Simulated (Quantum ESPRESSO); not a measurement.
# MgS (Niningerite): the LO frequency by hand

Aim: work out the LO frequency and the static dielectric constant of MgS (Niningerite) from one linear-response run, then check them.

Method: DFT PBEsol, scalar-relativistic, plane waves, GBRV ultrasoft pseudopotentials, in Quantum ESPRESSO 7.5.

### Step 1. The relaxed structure

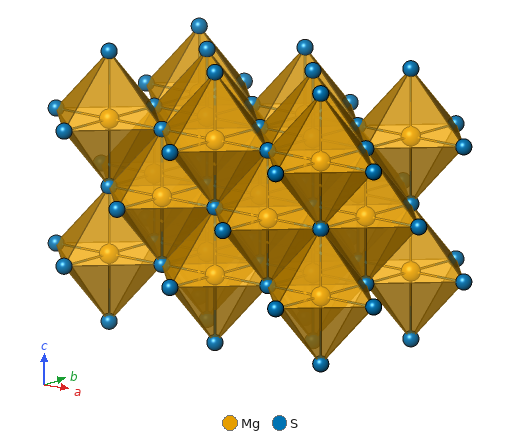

Start, viewed from a free direction; magnesium orange, sulfur blue. 2×1×1 cells are drawn. This picture shows the conventional cell, with its axes. Some periodic images of atoms are drawn too.

This is the cell after its relaxation at this level of theory, not the database cell from which that began.

### Step 2. What the response run gave

A linear-response run on the relaxed cell, with the response to an electric field; only its zone-centre results are used. Cutoff 55 Ry, k mesh 8×8×8.

The program printed:

```text
[banners, grids, parts of the stress and lines that vanish by symmetry left out]
Program PHONON v.7.5
     Reading xml data from directory:

[...]
Exchange-correlation= PBESOL
                           (   1   4  10   8   0   0   0)
[...]
kinetic-energy cut-off    =      55.0000  Ry
     charge density cut-off    =     440.0000  Ry
     convergence threshold     =      1.0E-18
[...]
Exchange-correlation= PBESOL
                           (   1   4  10   8   0   0   0)
[...]
q = (   0.0000000   0.0000000   0.0000000 )
     49 Sym.Ops. (with q -> -q+G )
     G cutoff = 1067.8419  (  36613 G-vectors)     FFT grid: ( 48, 48, 48)
     G cutoff =  533.9209  (  12939 G-vectors)  smooth grid: ( 36, 36, 36)
     number of k points=    29
[...]
Mode symmetry, O_h (m-3m)  point group:
[...]
Dielectric constant
[...]
End of electric fields calculation
          Dielectric constant in cartesian axis
          (       5.582382886      -0.000000000      -0.000000000 )
          (      -0.000000000       5.582382886       0.000000000 )
          (      -0.000000000       0.000000000       5.582382886 )
          Effective charges (d Force / dE) in cartesian axis without acoustic sum rule applied (asr)
           atom    1  Mg    Mean Z*:        2.31371
      Ex  (        2.31371       -0.00000       -0.00000 )
      Ey  (       -0.00000        2.31371        0.00000 )
      Ez  (       -0.00000        0.00000        2.31371 )
           atom    2  S     Mean Z*:       -2.32364
      Ex  (       -2.32364       -0.00000       -0.00000 )
      Ey  (        0.00000       -2.32364        0.00000 )
      Ez  (       -0.00000        0.00000       -2.32364 )
          Effective charges Sum: Mean:       -0.00993
[...]
Effective charges (d Force / dE) in cartesian axis with asr applied:
           atom    1  Mg    Mean Z*:        2.31867
[...]
atom    2  S     Mean Z*:       -2.31867
[...]
Representation #   1 modes #   1   2   3
[...]
End of self-consistent calculation
     Convergence has been achieved
     Representation #   2 modes #   4   5   6
[...]
End of self-consistent calculation
     Convergence has been achieved
[...]
Dielectric constant in cartesian axis
          (       5.582382886      -0.000000000      -0.000000000 )
          (      -0.000000000       5.582382886       0.000000000 )
          (      -0.000000000       0.000000000       5.582382886 )
          Effective charges (d Force / dE) in cartesian axis without acoustic sum rule applied (asr)
           atom    1  Mg    Mean Z*:        2.31371
      Ex  (        2.31371       -0.00000       -0.00000 )
      Ey  (       -0.00000        2.31371        0.00000 )
      Ez  (       -0.00000        0.00000        2.31371 )
           atom    2  S     Mean Z*:       -2.32364
      Ex  (       -2.32364       -0.00000       -0.00000 )
      Ey  (        0.00000       -2.32364        0.00000 )
      Ez  (       -0.00000        0.00000       -2.32364 )
          Effective charges Sum: Mean:       -0.00993
[...]
Effective charges (d Force / dE) in cartesian axis with asr applied:
           atom    1  Mg    Mean Z*:        2.31867
[...]
atom    2  S     Mean Z*:       -2.31867
[...]
q = (    0.000000000   0.000000000   0.000000000 )
[...]
freq (    1) =      -0.484770 [THz] =     -16.170183 [cm-1]
     freq (    2) =      -0.484770 [THz] =     -16.170183 [cm-1]
     freq (    3) =      -0.484770 [THz] =     -16.170183 [cm-1]
     freq (    4) =       7.267251 [THz] =     242.409394 [cm-1]
     freq (    5) =       7.267251 [THz] =     242.409394 [cm-1]
     freq (    6) =       7.267251 [THz] =     242.409394 [cm-1]
[...]
Mode symmetry, O_h (m-3m)  point group:
     freq (   1-   3) =        -16.2  [cm-1]   --> T_1u G_15  G_4- I
     freq (   4-   6) =        242.4  [cm-1]   --> T_1u G_15  G_4- I

   JOB DONE.
```

```csv
quantity,value
cell volume Ω (Å³),34.743
mass of Mg (u),24.305
mass of S (u),32.060
"Born charge of Mg, raw (e)",2.314
"Born charge of S, raw (e)",-2.324
ε∞,5.582
ω(TO) after the sum rule (cm⁻¹),243.0
```

### Step 3. The calculation

The charges must sum to zero over the cell; taking off their mean, -0.005 e, leaves Z* = 2.319 e on Mg. In the polar mode Mg moves against S, so the reduced mass is μ = 24.30 × 32.06 / 56.37 = 13.825 u.

A longitudinal wave builds up a field that adds to the restoring force: ω(LO)² = ω(TO)² + 4π Z*² / (μ Ω ε∞), in Hartree atomic units. With μ = 25201 electron masses and Ω = 234.46 bohr³ the second term is 2.0483e-06 Ha², or 98664 cm⁻² (1 Ha = 219474.6 cm⁻¹).

So ω(LO) = √(59054 + 98664) = 397.1 cm⁻¹, and by the Lyddane-Sachs-Teller relation ε₀ = ε∞ (ω(LO)/ω(TO))² = 14.91.

### Step 4. Check against the program

The analysis program adds the same non-analytic term to the full matrix, here for q along (1 0 0).

The program printed:

```text
[banner, memory and clock lines left out]
Program DYNMAT v.7.5

     Reading Dynamical Matrix from file g.dyn
     ...Force constants read
     ...epsilon and Z* read

     Polarizability (A^3 units)
     multiply by 0.395654 for Clausius-Mossotti correction
        12.669105   -0.000000   -0.000000
        -0.000000   12.669105    0.000000
        -0.000000    0.000000   12.669105

     IR activities are in (D/A)^2/amu units

# mode   [cm-1]    [THz]      IR
    1     -0.00   -0.0000    0.0000
    2     -0.00   -0.0000    0.0000
    3     -0.00   -0.0000    0.0000
    4    243.01    7.2852    8.9722
    5    243.01    7.2852    8.9722
    6    397.14   11.9059    8.9722
```

ε₀ comes from the program's run without a direction of q.

```csv
quantity,by hand,program
ω(LO) (cm⁻¹),397.1,397.1
ε₀,14.91,14.91
```

### Step 5. What came out

| Property | Result |
| --- | --- |
| TO mode | 243.0 cm⁻¹ |
| LO mode | 397.1 cm⁻¹ |
| static dielectric constant | 14.91 |

In words: The LO mode of MgS (Niningerite) lies at 397 cm⁻¹, 154 cm⁻¹ above the TO mode; the formula meets the program within 0.1 cm⁻¹, as it must for a cubic crystal with one polar mode. ω(LO)² − ω(TO)² goes with Z*²/ε∞: an error of 5 % in ε∞ would move the LO mode by 6.0 cm⁻¹, and semilocal functionals tend to overestimate ε∞. The acoustic modes of the response miss zero by 16 cm⁻¹, a numerical error that can touch the optical modes as well. These are harmonic values at zero temperature, at the volume of this functional, for the structure held cubic; stability elsewhere in the zone is no part of this calculation.

[Host names and launcher messages were left out of these logs when they were recorded.]

[Logs are printed without paths, hosts, clocks, repeated set-up lines and the standing remarks that a program may print on its own settings, such as how far it seeks lower states.]

[Hosts, paths, dates, database ids (printed as entryN), source tags and the programs' standing remarks are cut or masked in the printed files.]
